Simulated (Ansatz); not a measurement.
# Cu(111) with 4 thermally displaced layers, 2x2: scattering by thermal displacements, part 2 of 2

How much do lattice vibrations at 800 K scatter the electrons of Cu? Layers with random displacements are laid between perfect leads, and the resistance is followed against their length.

Ansatz 0.2.0; Ansatz plane-wave DFT, PBE, PAW files; ballistic transport by layer matching (Landauer), zero bias; PAW set soft_1.

So far, open channels per spin nearest the Fermi level: step 2 (with 4 displaced layers) 3.21.

**3. With 8 displaced layers**

System of this step: Cu(111) with 8 thermally displaced layers, 2x2. The cell holds 56 atoms: 56 Cu. Cell: a = 5.112 Å, b = 5.112 Å, c = 29.257 Å, α = 87.5°, β = 92.5°, γ = 120.0°. It derives from Cu. Regions: lead, 24 atoms (24 Cu); scattering region, 32 atoms (32 Cu). The structure is stacked along c, and the current runs across the ab planes.

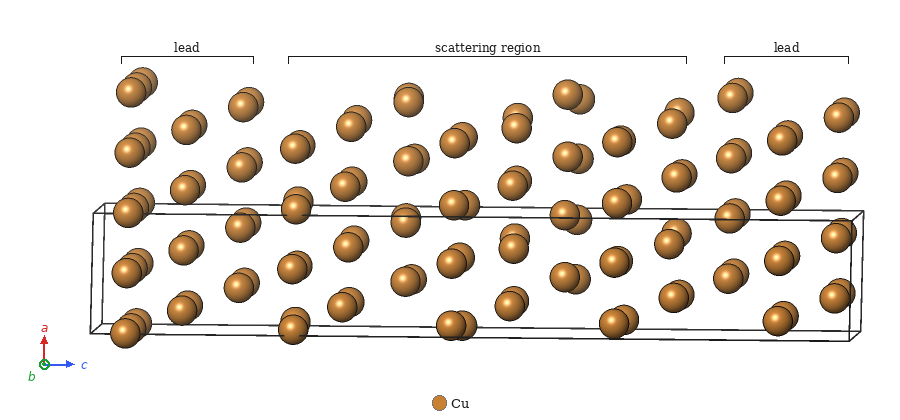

The cell of this step (copper orange). 2×1×1 cells are drawn. Some periodic images of atoms are drawn too.

input.yaml

```yaml
crystal:
  lattice:
    - [5.1123254594, 0.0, 0.0]
    - [-2.5561627297, 4.4274037203, 0.0]
    - [-1.2780813649, 0.73790062, 29.2193738075]
  atoms:
    - { symbol: Cu, position: [0.005952381, 0.994047619, 0.0357142857] }
    - { symbol: Cu, position: [0.005952381, 0.494047619, 0.0357142857] }
    - { symbol: Cu, position: [0.505952381, 0.994047619, 0.0357142857] }
    - { symbol: Cu, position: [0.505952381, 0.494047619, 0.0357142857] }
    - { symbol: Cu, position: [0.1845238095, 0.3154761905, 0.1071428571] }
    - { symbol: Cu, position: [0.1845238095, 0.8154761905, 0.1071428571] }
    - { symbol: Cu, position: [0.6845238095, 0.3154761905, 0.1071428571] }
    - { symbol: Cu, position: [0.6845238095, 0.8154761905, 0.1071428571] }
    - { symbol: Cu, position: [0.3630952381, 0.1369047619, 0.1785714286] }
    - { symbol: Cu, position: [0.3630952381, 0.6369047619, 0.1785714286] }
    - { symbol: Cu, position: [0.8630952381, 0.1369047619, 0.1785714286] }
    - { symbol: Cu, position: [0.8630952381, 0.6369047619, 0.1785714286] }
    - { symbol: Cu, position: [0.0451335539, 0.9364682726, 0.2559328369] }
    - { symbol: Cu, position: [0.0709311237, 0.4757746747, 0.2517199637] }
    - { symbol: Cu, position: [0.5466724087, 0.9202569979, 0.2526286235] }
    - { symbol: Cu, position: [0.5316896885, 0.4081346334, 0.2514858567] }
    - { symbol: Cu, position: [0.2248384527, 0.302158989, 0.3195486668] }
    - { symbol: Cu, position: [0.2240104459, 0.7900752886, 0.3176767375] }
    - { symbol: Cu, position: [0.7337551544, 0.2764444838, 0.3235372029] }
    - { symbol: Cu, position: [0.7232463706, 0.8100232151, 0.3240198262] }
    - { symbol: Cu, position: [0.4042806572, 0.1181489471, 0.3982509564] }
    - { symbol: Cu, position: [0.4210400894, 0.5560951567, 0.3966383921] }
    - { symbol: Cu, position: [0.9081459987, 0.0992565807, 0.3885469697] }
    - { symbol: Cu, position: [0.9121528127, 0.5651325179, 0.3952845972] }
    - { symbol: Cu, position: [0.0864226397, 0.877632498, 0.4629904429] }
    - { symbol: Cu, position: [0.0498711645, 0.4284347047, 0.4707697179] }
    - { symbol: Cu, position: [0.6013678906, 0.8727845179, 0.4618239917] }
    - { symbol: Cu, position: [0.6172128474, 0.466947368, 0.4660891851] }
    - { symbol: Cu, position: [0.2418790713, 0.2524556301, 0.5356431283] }
    - { symbol: Cu, position: [0.2408657659, 0.7230170552, 0.5373723912] }
    - { symbol: Cu, position: [0.7620147442, 0.2415783311, 0.5347650986] }
    - { symbol: Cu, position: [0.7185003391, 0.7294486492, 0.5408798645] }
    - { symbol: Cu, position: [0.410471791, 0.0238418811, 0.612856456] }
    - { symbol: Cu, position: [0.4773293415, 0.6250005518, 0.6074105115] }
    - { symbol: Cu, position: [0.9037243869, 0.0236248765, 0.6128110516] }
    - { symbol: Cu, position: [0.9853433501, 0.5427405035, 0.6043722632] }
    - { symbol: Cu, position: [0.1157601697, 0.8636344655, 0.677412996] }
    - { symbol: Cu, position: [0.1080275479, 0.3915477439, 0.683259043] }
    - { symbol: Cu, position: [0.6263186177, 0.913170369, 0.676773617] }
    - { symbol: Cu, position: [0.5898719945, 0.3275188471, 0.6723632782] }
    - { symbol: Cu, position: [0.3032197328, 0.1912434395, 0.7524829848] }
    - { symbol: Cu, position: [0.3242000942, 0.7451180932, 0.7534760853] }
    - { symbol: Cu, position: [0.8144779932, 0.2056760971, 0.7470101968] }
    - { symbol: Cu, position: [0.766062591, 0.6953487538, 0.7451624826] }
    - { symbol: Cu, position: [0.4702380952, 0.0297619048, 0.8214285714] }
    - { symbol: Cu, position: [0.4702380952, 0.5297619048, 0.8214285714] }
    - { symbol: Cu, position: [0.9702380952, 0.0297619048, 0.8214285714] }
    - { symbol: Cu, position: [0.9702380952, 0.5297619048, 0.8214285714] }
    - { symbol: Cu, position: [0.1488095238, 0.8511904762, 0.8928571429] }
    - { symbol: Cu, position: [0.1488095238, 0.3511904762, 0.8928571429] }
    - { symbol: Cu, position: [0.6488095238, 0.8511904762, 0.8928571429] }
    - { symbol: Cu, position: [0.6488095238, 0.3511904762, 0.8928571429] }
    - { symbol: Cu, position: [0.3273809524, 0.1726190476, 0.9642857143] }
    - { symbol: Cu, position: [0.3273809524, 0.6726190476, 0.9642857143] }
    - { symbol: Cu, position: [0.8273809524, 0.1726190476, 0.9642857143] }
    - { symbol: Cu, position: [0.8273809524, 0.6726190476, 0.9642857143] }
kpoints:
  mp_grid: { grid: [5, 5, 1] }
hamiltonian:
  xc: pbe
  pseudopotentials: { kind: paw, azcp: { folder: soft_1 } }
scf:
  occupations: { method: fermi_dirac, width: 0.1 }
output:
  transmission:
    leads: [[0, 4]]
    kmesh: [10, 10]
    e_range: [-0.05, 0.05]
    de: 0.05
  write_potential: true
  write_density: true
  volumetric_format: npy
```

The run is started by

```
> ansatz run input.yaml --threads 4 --pin off --max-ram 15360MiB --backend cpu --events-out ev --progress --plain --runs-dir out
```

Numbers of over 12 decimals in the logs are rounded to 6 here.

Log:

```text
[...]
Crystal: 56 atoms, lattice volume = 661.361 Å³
Basis set: ecut = 420 eV, 12983 PW (Γ)
Bands: 639, of which v1, the nominal top of the filled ones, is band 532 counted from 1 (531 counted from 0)
Symmetry: 1 space group operations
[...]
k-points: 13 of 25 (time reversal used)
[...]
SCF iter   1: F=—  HF=-371054.907382 eV  |F-HF|=—  |Δ(HF+E_count)|=         —  Δρ=2.64e-1  dr2=2.78e2  ethr=3.10e-3  ⟨swp⟩=4.7  Hψ=24612  notcnv=0  defer=35
[...]
SCF iter  14: F=-371004.495037 eV  HF=-371004.495037 eV  |F-HF|=6.01e-8  |Δ(HF+E_count)|=   2.99e-8  Δρ=1.15e-6  dr2=6.31e-8  ethr=9.40e-12  ⟨swp⟩=7.1  Hψ=29023  notcnv=0
SCF 1 converged in 14 iterations: F = -371004.495037 eV  dr2 = 6.31e-8
[...]
transmission: 242 of 2392 steps passed
transmission: 482 of 2392 steps passed
[...]
transmission: 2392 of 2392 steps passed
SCF converged after 14 iterations
Free energy (F): -371004.495037 eV
[...]
Internal energy: -371003.780530 eV  (E = F + TS)
E sigma→0 (E₀):  -371004.137784 eV
Entropy (-TS):   -0.714507 eV (-12.759 meV/atom)
Fermi energy:    16.346561 eV
[...]
--- Band table (eV; the first three rows and the last of 13) ---
  k-point 0: bands = [... 528 lower, 16.3742, 16.5616, 16.6739, 16.8105, 16.8501, 16.9102, 16.9706, 17.0292, ... 103 higher]
  k-point 1: bands = [... 528 lower, 16.0918, 16.1955, 16.2456, 16.3124, 16.3519, 16.4152, 16.4517, 16.5316, ... 103 higher]
  k-point 2: bands = [... 528 lower, 16.1320, 16.1662, 16.2106, 16.2919, 16.3397, 16.4382, 16.5792, 16.6087, ... 103 higher]
  k-point 12: bands = [... 528 lower, 15.6227, 15.7650, 16.0293, 16.3758, 16.5157, 16.7344, 16.7728, 17.0151, ... 103 higher]
--- Transmission ---
  basis      : 199 plane waves across, 46 finite elements along
  points     : 52, standing for a mesh of 10 x 10
[...]
channels       : 3.210000e0 a spin
[...]
junction   : crystal 0 to crystal 0, 0.70 to 27.83 Å
    transmission   : 2.861406e0 a spin
[...]
```

Wall time 16 min (4 threads of Arm Neoverse V1, shared host); peak memory 8.4 GiB.

Numbers from this step:

```
free energy                                   : -371004.4950 eV
energy at zero smearing                       : -371004.1378 eV
transmission per spin nearest the Fermi level : 2.861
step of the lead's potential                  : 5.5 meV
```

Per spin. The transmission, zone mean by energy, zero at the Fermi level:

```csv
energy (eV),"transmission, zone mean"
-0.0500,2.84
0.0000,2.86
0.0500,2.87
```

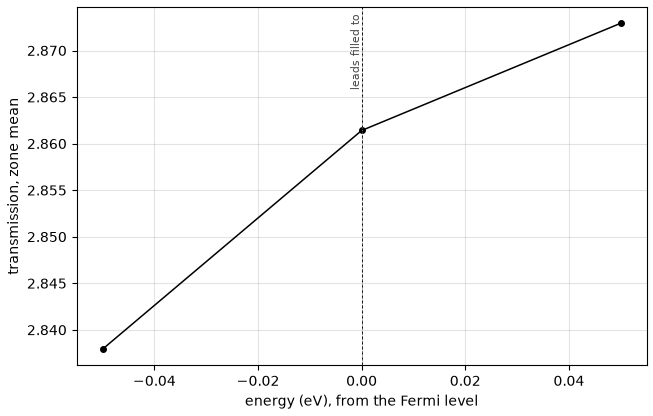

Transmission, zone mean, plotted against energy.

Over the solved energies the transmission per spin lies between 2.84 and 2.87, out of 3.21 channels of the lead on average (up to 3.21).

**4. With 12 displaced layers**

System of this step: Cu(111) with 12 thermally displaced layers, 2x2. The cell holds 72 atoms: 72 Cu. Its edges and angles: a = 5.112 Å, b = 5.112 Å, c = 37.568 Å, α = 90.0°, β = 90.0°, γ = 120.0°. It derives from Cu. Regions: lead, 24 atoms (24 Cu); scattering region, 48 atoms (48 Cu). The structure is stacked along c, and the current runs across the ab planes.

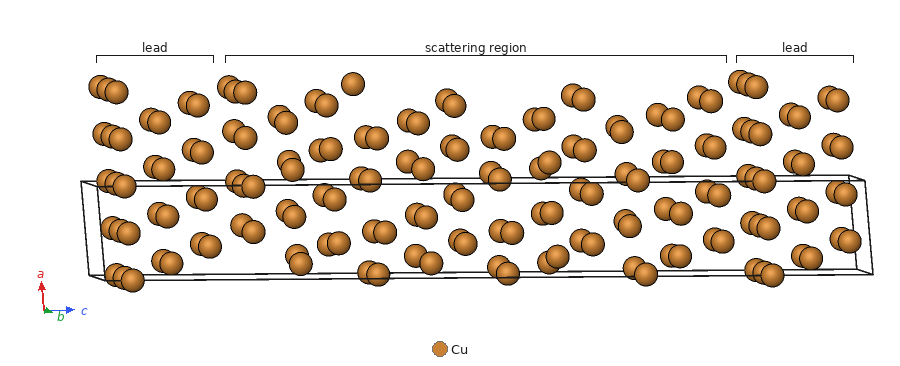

The cell of this step (copper orange). 2×1×1 cells are drawn. Some periodic images of atoms are drawn too.

input.yaml

```yaml
crystal:
  lattice:
    - [5.1123254594, 0.0, 0.0]
    - [-2.5561627297, 4.4274037203, 0.0]
    - [0.0, 0.0, 37.567766324]
  atoms:
    - { symbol: Cu, position: [0.0, 0.0, 0.0277777778] }
    - { symbol: Cu, position: [0.0, 0.5, 0.0277777778] }
    - { symbol: Cu, position: [0.5, 0.0, 0.0277777778] }
    - { symbol: Cu, position: [0.5, 0.5, 0.0277777778] }
    - { symbol: Cu, position: [0.1666666667, 0.3333333333, 0.0833333333] }
    - { symbol: Cu, position: [0.1666666667, 0.8333333333, 0.0833333333] }
    - { symbol: Cu, position: [0.6666666667, 0.3333333333, 0.0833333333] }
    - { symbol: Cu, position: [0.6666666667, 0.8333333333, 0.0833333333] }
    - { symbol: Cu, position: [0.3333333333, 0.1666666667, 0.1388888889] }
    - { symbol: Cu, position: [0.3333333333, 0.6666666667, 0.1388888889] }
    - { symbol: Cu, position: [0.8333333333, 0.1666666667, 0.1388888889] }
    - { symbol: Cu, position: [0.8333333333, 0.6666666667, 0.1388888889] }
    - { symbol: Cu, position: [0.9852953066, 0.9973842431, 0.1952823529] }
    - { symbol: Cu, position: [0.9645277055, 0.445641804, 0.1942037305] }
    - { symbol: Cu, position: [0.5208367774, 0.0306444154, 0.1963688246] }
    - { symbol: Cu, position: [0.4740250399, 0.4795479864, 0.2011400591] }
    - { symbol: Cu, position: [0.2110586261, 0.3850849846, 0.2570913944] }
    - { symbol: Cu, position: [0.1520902049, 0.844220026, 0.2515257702] }
    - { symbol: Cu, position: [0.6880176303, 0.3486460587, 0.2506728746] }
    - { symbol: Cu, position: [0.6496995466, 0.7908766542, 0.2494491873] }
    - { symbol: Cu, position: [0.3168193375, 0.1702295608, 0.303998551] }
    - { symbol: Cu, position: [0.3600419775, 0.6898115824, 0.306583551] }
    - { symbol: Cu, position: [0.8423836845, 0.1692930944, 0.3040643162] }
    - { symbol: Cu, position: [0.8223049016, 0.6526610183, 0.3068476154] }
    - { symbol: Cu, position: [0.0085582545, 0.0164257537, 0.3566864975] }
    - { symbol: Cu, position: [0.0109494716, 0.4784482192, 0.3586658328] }
    - { symbol: Cu, position: [0.4872083761, 0.9840802399, 0.3620806051] }
    - { symbol: Cu, position: [0.4708389698, 0.4697793897, 0.3582944511] }
    - { symbol: Cu, position: [0.1993982966, 0.3345839568, 0.4127786021] }
    - { symbol: Cu, position: [0.1448882074, 0.789366398, 0.4226262125] }
    - { symbol: Cu, position: [0.6361244054, 0.34686162, 0.418477028] }
    - { symbol: Cu, position: [0.6354251818, 0.8418183545, 0.4199874107] }
    - { symbol: Cu, position: [0.3484634593, 0.174042297, 0.4753828676] }
    - { symbol: Cu, position: [0.3420241684, 0.6761731566, 0.4718002523] }
    - { symbol: Cu, position: [0.8354941095, 0.1400656375, 0.4748589218] }
    - { symbol: Cu, position: [0.8055583098, 0.6358476836, 0.4734385603] }
    - { symbol: Cu, position: [0.0550165572, 0.0271744858, 0.5260605805] }
    - { symbol: Cu, position: [0.0106652552, 0.4871652502, 0.5273647729] }
    - { symbol: Cu, position: [0.4694516719, 0.9345215347, 0.5284158859] }
    - { symbol: Cu, position: [0.4649505047, 0.4802933575, 0.5228678194] }
    - { symbol: Cu, position: [0.1162269955, 0.3066791732, 0.5860827058] }
    - { symbol: Cu, position: [0.2070812328, 0.8326211037, 0.5869691736] }
    - { symbol: Cu, position: [0.6331929899, 0.2793060322, 0.5838325799] }
    - { symbol: Cu, position: [0.6715166025, 0.8212217618, 0.5843397889] }
    - { symbol: Cu, position: [0.3351458867, 0.1422690497, 0.6339707927] }
    - { symbol: Cu, position: [0.3249368854, 0.6607026534, 0.6377144634] }
    - { symbol: Cu, position: [0.8818731215, 0.2154272473, 0.637501387] }
    - { symbol: Cu, position: [0.863730316, 0.6932548942, 0.641263815] }
    - { symbol: Cu, position: [0.0201341519, 0.9890009937, 0.6969081192] }
    - { symbol: Cu, position: [0.0608970249, 0.5227094656, 0.6923800983] }
    - { symbol: Cu, position: [0.5327074571, 0.0356715322, 0.6956732284] }
    - { symbol: Cu, position: [0.5080143795, 0.5436033809, 0.6902825182] }
    - { symbol: Cu, position: [0.1787577386, 0.3328762543, 0.7460249002] }
    - { symbol: Cu, position: [0.2014237317, 0.8431637177, 0.7461143735] }
    - { symbol: Cu, position: [0.6752939724, 0.3211374454, 0.7436634068] }
    - { symbol: Cu, position: [0.6535316967, 0.840780601, 0.7521169933] }
    - { symbol: Cu, position: [0.3380230918, 0.1679429106, 0.8071206982] }
    - { symbol: Cu, position: [0.3447992266, 0.6999242946, 0.8060505563] }
    - { symbol: Cu, position: [0.8481668365, 0.1819482175, 0.8020350125] }
    - { symbol: Cu, position: [0.8375742278, 0.7098602743, 0.8066721877] }
    - { symbol: Cu, position: [0.0, 0.0, 0.8611111111] }
    - { symbol: Cu, position: [0.0, 0.5, 0.8611111111] }
    - { symbol: Cu, position: [0.5, 0.0, 0.8611111111] }
    - { symbol: Cu, position: [0.5, 0.5, 0.8611111111] }
    - { symbol: Cu, position: [0.1666666667, 0.3333333333, 0.9166666667] }
    - { symbol: Cu, position: [0.1666666667, 0.8333333333, 0.9166666667] }
    - { symbol: Cu, position: [0.6666666667, 0.3333333333, 0.9166666667] }
    - { symbol: Cu, position: [0.6666666667, 0.8333333333, 0.9166666667] }
    - { symbol: Cu, position: [0.3333333333, 0.1666666667, 0.9722222222] }
    - { symbol: Cu, position: [0.3333333333, 0.6666666667, 0.9722222222] }
    - { symbol: Cu, position: [0.8333333333, 0.1666666667, 0.9722222222] }
    - { symbol: Cu, position: [0.8333333333, 0.6666666667, 0.9722222222] }
kpoints:
  mp_grid: { grid: [5, 5, 1] }
hamiltonian:
  xc: pbe
  pseudopotentials: { kind: paw, azcp: { folder: soft_1 } }
scf:
  occupations: { method: fermi_dirac, width: 0.1 }
output:
  transmission:
    leads: [[0, 4]]
    kmesh: [10, 10]
    e_range: [-0.05, 0.05]
    de: 0.05
  write_potential: true
  write_density: true
  volumetric_format: npy
```

Log:

```text
[...]
Crystal: 72 atoms, lattice volume = 850.321 Å³
Basis set: ecut = 420 eV, 16727 PW (Γ)
Bands: 821, of which v1, the nominal top of the filled ones, is band 684 counted from 1 (683 counted from 0)
Symmetry: 1 space group operations
[...]
k-points: 13 of 25 (time reversal used)
[...]
SCF iter   1: F=—  HF=-477070.905633 eV  |F-HF|=—  |Δ(HF+E_count)|=         —  Δρ=2.64e-1  dr2=3.58e2  ethr=3.10e-3  ⟨swp⟩=4.6  Hψ=31561  notcnv=0  defer=55
[...]
SCF iter  15: F=-477006.162935 eV  HF=-477006.162935 eV  |F-HF|=1.62e-8  |Δ(HF+E_count)|=   6.00e-9  Δρ=6.12e-7  dr2=1.66e-8  ethr=7.31e-12  ⟨swp⟩=2.0  Hψ=19596  notcnv=0
SCF 1 converged in 15 iterations: F = -477006.162935 eV  dr2 = 1.66e-8
[...]
transmission: 318 of 3172 steps passed
transmission: 636 of 3172 steps passed
[...]
transmission: 3172 of 3172 steps passed
SCF converged after 15 iterations
Free energy (F): -477006.162935 eV
[...]
Internal energy: -477005.342573 eV  (E = F + TS)
E sigma→0 (E₀):  -477005.752754 eV
Entropy (-TS):   -0.820363 eV (-11.394 meV/atom)
Fermi energy:    16.326956 eV
[...]
--- Band table (eV; the first three rows and the last of 13) ---
  k-point 0: bands = [... 680 lower, 16.3974, 16.7400, 16.7924, 16.8032, 16.8407, 16.8570, 16.8915, 17.0970, ... 133 higher]
  k-point 1: bands = [... 680 lower, 16.0691, 16.1563, 16.1705, 16.3011, 16.3235, 16.4453, 16.4684, 16.5059, ... 133 higher]
  k-point 2: bands = [... 680 lower, 16.1254, 16.1589, 16.2231, 16.2356, 16.3040, 16.3504, 16.3967, 16.4594, ... 133 higher]
  k-point 12: bands = [... 680 lower, 15.8696, 15.9672, 15.9766, 16.3293, 16.3498, 16.8114, 16.8474, 16.9435, ... 133 higher]
--- Transmission ---
  basis      : 199 plane waves across, 61 finite elements along
  points     : 52, standing for a mesh of 10 x 10
[...]
channels       : 3.170000e0 a spin
[...]
junction   : crystal 0 to crystal 0, 0.70 to 36.18 Å
    transmission   : 2.698117e0 a spin
[...]
```

It took 32 min on 4 threads; peak memory 7.4 GiB; 2 h of CPU time.

This step gave:

```
free energy                                    : -477006.1629 eV
energy at zero smearing                        : -477005.7528 eV
Fermi energy                                   : 16.33 eV
transmission per spin nearest the Fermi level  : 2.698
open channels per spin nearest the Fermi level : 3.17
step of the lead's potential                   : 5.8 meV
```

Per spin. Table of transmission, zone mean by energy, zero at the Fermi level:

| energy (eV) | transmission, zone mean |
| --- | --- |
| -0.0500 | 2.69 |
| 0.0000 | 2.70 |
| 0.0500 | 2.77 |

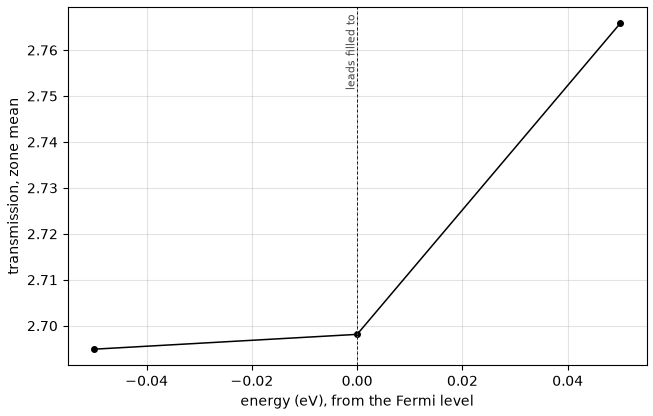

Transmission, zone mean against energy.

Over the solved energies the transmission per spin lies between 2.69 and 2.77, out of 3.20 channels of the lead on average (up to 3.21).

**5. Resistance against length**

This step: Ansatz plane-wave DFT, PBE, PAW files; ballistic transport by layer matching (Landauer), zero bias; resistivity from the slope of the area resistance; PAW set soft_1 (Ansatz 0.2.0).

Numbers from this step:

```
resistivity           : 6.407 µΩ cm
intercept             : 0.001656 fΩ m²
scatter about the fit : 0.002586 fΩ m²
```

Resistance, by row:

```csv
run,length (Å),T,channels N,RA (fΩ m²)
n4,8.348,3.032,3.21,0.05332
n8,16.7,2.857,3.21,0.1123
n12,25.05,2.72,3.197,0.1603
```

The area resistance by length of the displaced region:

| length of the displaced region (Å) | area resistance (fΩ m²) |
| --- | --- |
| 8.35 | 0.0533 |
| 16.70 | 0.112 |
| 25.05 | 0.160 |

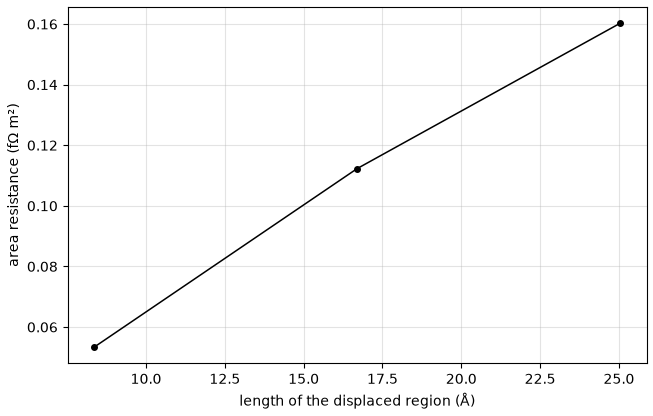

Area resistance, plotted against length of the displaced region.

The area resistance goes from 0.053 to 0.16 fΩ m² between 8.3 and 25.0 Å, a slope of 6.4 µΩ cm.

By hand from the end points: (0.1603 − 0.05332) fΩ m² / (25.05 − 8.35) Å = 6.4 µΩ cm, since 1 fΩ m² per Å is 1000 µΩ cm.

**6. Results**

| Item | Value |
| --- | --- |
| resistivity from the slope | 6.41 µΩ cm |
| area resistance over 8.35 Å | 0.0533 fΩ m² |
| area resistance over 16.7 Å | 0.112 fΩ m² |
| area resistance over 25.0 Å | 0.160 fΩ m² |

**Reading.** The slope gives 6.4 µΩ cm. The points scatter by 0.0026 fΩ m² about the line, with one random draw a length in a 2x2 cell, so the slope is a rough value. The mean square of the displacements drawn is 0.75, 0.94 and 0.81 of the nominal one at the three lengths; with each resistance scaled back by that, the slope is 7.6 µΩ cm, the value used below. Read with a model of isotropic scattering on a spherical Fermi surface and the lead's 1.1×10¹⁵ S/m², this slope means a mean free path near 102 Å; over these lengths the model's slope is 1.13 times its bulk resistivity, which would be 6.7 µΩ cm. Uncorrelated displacements put too much weight on short waves, which scatter strongly; with the sideways repeat of a small cell, one draw and three short lengths, the method is good to a factor of two or three.

[Logs are printed without paths, hosts, clocks, repeated set-up lines and the standing remarks that a program may print on its own settings, such as how far it seeks lower states.]

[Hosts, paths, dates, database ids (printed as entryN), source tags and the programs' standing remarks are cut or masked in the printed files.]
